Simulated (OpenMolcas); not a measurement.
**BNH4: single-point calculation (part 1 of 2)**

BNH4, multiplicity 3, computed with FCI/STO-3G, ROHF (OpenMolcas 26.06).

The geometry is that of the parent species in another charge or spin state. The geometry comes from this level: PBE0-D4/def2-TZVP.

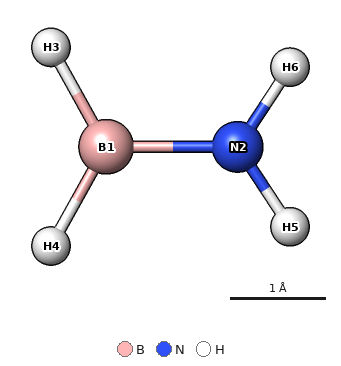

**Figure 1.** The structure (ball-and-stick view, seen on its broad side; atoms are numbered from 1 in the order of the input). Bond lengths as drawn: B–H 1.20 Å, B–N 1.38 Å and H–N 1.01 Å.

**Input file**
```
* BH4N full CI
>>> EXPORT MOLCAS_PRINT=2
&GATEWAY
BasLib = $CurrDir
Coord = mol.xyz
Basis = STO-3G
Group = NoSym
&SEWARD
&RASSCF
FileOrb = $CurrDir/step1.RasOrb
Spin = 3
Nactel = 12 0 0
Inactive = 2
Ras2 = 12
CIRoot = 3 3 1
OrbListing = Nothing
OrbAppear = Compact
CIOnly
```

**File mol.xyz**
```
6

B     -0.128200    -0.679600    -0.025600
N      0.146100     0.677400     0.010800
H      0.225800    -1.368000     0.887500
H     -0.712000    -1.128700    -0.969200
H     -0.121600     1.313700    -0.720800
H      0.632000     1.121400     0.771300
```

Run on 1 thread of Intel Xeon (Sapphire Rapids), 64 GiB of memory available, shared host.

Launch command:
```bash
export MOLCAS_MEM=1860
pymolcas step2.input > step2.log
```

**The program's output**
```
--- Start Module: gateway ---

                                              &GATEWAY

                       available to each process: 1.9 GB of memory, 1 thread

 Basis Set     1 Label: B.STO-3G
 Basis set is read from library:.
 basistype.tbl is not found

 Basis Set     2 Label: N.STO-3G
 Basis set is read from library:.
 basistype.tbl is not found

 Basis Set     3 Label: H.STO-3G
 Basis set is read from library:.
 basistype.tbl is not found

++    Symmetry information:
      ---------------------

                    Character Table for C1

                             E
                    a        1  x, y, xy, Rz, z, xz, Ry, yz, Rx, I
--

++    Basis set information:
      ----------------------

      Basis set label: B.STO-3G.........

      Electronic valence basis set:
      ------------------
      Associated Effective Charge   5.000000 au
      Associated Actual Charge      5.000000 au
      Nuclear Model: Point charge

      Shell  nPrim  nBasis  Cartesian Spherical Contaminant
         s       6       2        X
         p       3       1        X

      Basis set label: N.STO-3G.........

      Electronic valence basis set:
      ------------------
      Associated Effective Charge   7.000000 au
      Associated Actual Charge      7.000000 au
      Nuclear Model: Point charge

      Shell  nPrim  nBasis  Cartesian Spherical Contaminant
         s       6       2        X
         p       3       1        X

      Basis set label: H.STO-3G.........

      Electronic valence basis set:
      ------------------
      Associated Effective Charge   1.000000 au
      Associated Actual Charge      1.000000 au
      Nuclear Model: Point charge

      Shell  nPrim  nBasis  Cartesian Spherical Contaminant
         s       3       1        X
--

++    Molecular structure info:
      -------------------------

                    ************************************************
                    **** Cartesian Coordinates / bohr, angstrom ****
                    ************************************************

     Center  Label                x              y              z                     x              y              z
        1      B1              -0.242263      -1.284258      -0.048377             -0.128200      -0.679600      -0.025600
        2      N2               0.276089       1.280100       0.020409              0.146100       0.677400       0.010800
        3      H3               0.426700      -2.585145       1.677132              0.225800      -1.368000       0.887500
        4      H4              -1.345485      -2.132934      -1.831523             -0.712000      -1.128700      -0.969200
        5      H5              -0.229791       2.482533      -1.362115             -0.121600       1.313700      -0.720800
        6      H6               1.194307       2.119139       1.457546              0.632000       1.121400       0.771300

                    ***************************************
                    *    InterNuclear Distances / bohr    *
                    ***************************************

               1 B1            2 N2            3 H3            4 H4            5 H5            6 H6
    1 B1       0.000000
    2 N2       2.617127        0.000000
    3 H3       2.262123        4.208033        0.000000
    4 H4       2.262069        4.208082        3.956740        0.000000
    5 H5       3.989333        1.900824        5.945533        4.771546        0.000000
    6 H6       3.989316        1.900650        4.771554        5.945472        3.179716        0.000000

                    *******************************************
                    *    InterNuclear Distances / angstrom    *
                    *******************************************

               1 B1            2 N2            3 H3            4 H4            5 H5            6 H6
    1 B1       0.000000
    2 N2       1.384924        0.000000
    3 H3       1.197064        2.226795        0.000000
    4 H4       1.197036        2.226821        2.093817        0.000000
    5 H5       2.111064        1.005873        3.146241        2.524994        0.000000
    6 H6       2.111055        1.005781        2.524998        3.146208        1.682633        0.000000

                    **************************************
                    *    Valence Bond Angles / degree    *
                    **************************************
                          Atom centers                 Phi
                      2 N2       1 B1       3 H3       119.00
                      2 N2       1 B1       4 H4       119.01
                      3 H3       1 B1       4 H4       121.99
                      1 B1       2 N2       5 H5       123.23
                      1 B1       2 N2       6 H6       123.24
                      5 H5       2 N2       6 H6       113.53

           ***************************************************************
           *              Valence Dihedral Angles / degree               *
           ***************************************************************
                    Atom centers                       Phi1     Phi2     Theta
           3 H3       1 B1       2 N2       5 H5        119.00   123.23   180.00
           3 H3       1 B1       2 N2       6 H6        119.00   123.24    -0.01
           4 H4       1 B1       2 N2       5 H5        119.01   123.23     0.01
           4 H4       1 B1       2 N2       6 H6        119.01   123.24   180.00
--

            Nuclear Potential Energy             32.31609304 au

--- Stop Module: gateway /rc=_RC_ALL_IS_WELL_ ---

--- Start Module: seward ---

                                              &SEWARD

                       available to each process: 1.9 GB of memory, 1 thread

               SEWARD will generate:
                  Multipole Moment integrals up to order  2
                  Kinetic Energy integrals
                  Nuclear Attraction integrals (point charge)
                  One-Electron Hamiltonian integrals
                  Velocity integrals
                  Orbital angular momentum around (  0.0429   0.1263  -0.0105 )
                  Velocity quadrupole around (  0.0429   0.1263  -0.0105 )
                  Two-Electron Repulsion integrals

                   Integrals are discarded if absolute value <: 1.00E-14
                   Integral cutoff threshold is set to       <: 1.00E-16

            Nuclear Potential Energy             32.31609304 au

      Basis set specifications :
      Symmetry species         a
      Basis functions           14

--- Stop Module: seward /rc=_RC_ALL_IS_WELL_ ---

--- Start Module: rasscf ---

                                              &RASSCF

                       available to each process: 1.9 GB of memory, 1 thread

      Header of the ONEINT file:
      --------------------------

      OrdInt status: non-squared

      Cartesian coordinates in angstrom:
      -----------------------------------------------------
      No.  Label        X            Y            Z
      -----------------------------------------------------
       1   B1        -0.12820000  -0.67960000  -0.02560000
       2   N2         0.14610000   0.67740000   0.01080000
       3   H3         0.22580000  -1.36800000   0.88750000
       4   H4        -0.71200000  -1.12870000  -0.96920000
       5   H5        -0.12160000   1.31370000  -0.72080000
       6   H6         0.63200000   1.12140000   0.77130000
      -----------------------------------------------------
      Nuclear repulsion energy =   32.31609304

++    Wave function specifications:
      -----------------------------

      Number of closed shell electrons           4
      Number of electrons in active shells      12
      Max number of holes in RAS1 space          0
      Max nr of electrons in RAS3 space          0
      Number of inactive orbitals                2
      Number of active orbitals                 12
      Number of secondary orbitals               0
      Spin quantum number                      1.0
      State symmetry                             1
--

++    Orbital specifications:
      -----------------------

      Symmetry species                           1
                                                 a
      Frozen orbitals                            0
      Inactive orbitals                          2
      Active orbitals                           12
      RAS1 orbitals                              0
      RAS2 orbitals                             12
      RAS3 orbitals                              0
      Secondary orbitals                         0
      Deleted orbitals                           0
      Number of basis functions                 14
--

++    CI expansion specifications:
      ----------------------------

      Number of CSFs                        382239
      Number of determinants                627264
      Number of root(s) required                 3
      Root chosen for geometry opt.              3
      CI roots used                              1     2     3
      weights                                0.333 0.333 0.333
      highest root included in the CI            3
      max. size of the explicit Hamiltonian    200
--

++    Optimization specifications:
      ----------------------------

      RASSCF algorithm: Conventional
      Maximum number of macro iterations       200
      Maximum number of SX iterations          100
      Threshold for RASSCF energy            1.000E-08
      Threshold for max MO rotation          1.000E-01
      Threshold for max BLB element          1.000E-04
      Level shift parameter                  5.000E-01
      Make Quasi-Newton update
--

      The MO-coefficients are taken from the file:
      step1.RasOrb
      Title: RASSCF canonical orbitals for CASPT2

      Total molecular charge    0.00

      ************************************************************************************************************************
      *                                            Wave function control section                                             *
      ************************************************************************************************************************
```
